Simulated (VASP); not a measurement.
Band structure of ZnCdS₂ (space group P3m1). Level of theory: LDA (Ceperley-Alder, Perdew-Zunger), VASP's LDA PAW potentials (set 64) (plane waves; VASP 6.6.1).

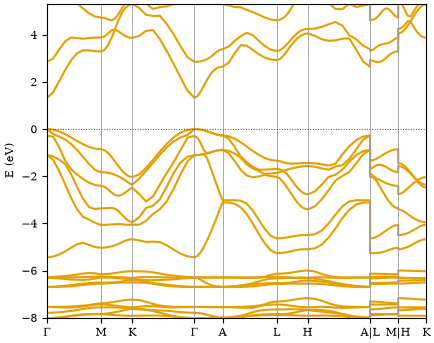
Bands along high-symmetry lines, zero at the valence-band maximum or, without a gap, the Fermi level

Read the plot: is there a gap, and where are the band edges?

The gap is direct, 1.32 eV, from the valence maximum at Γ to the conduction minimum at Γ. (Edges off the drawn lines would not show.)

The structure comes from a computed database's ZnCdS2 entry (P3m1); how it stands against other phases isn't given here. It was relaxed first, which changed the volume by -8 %.
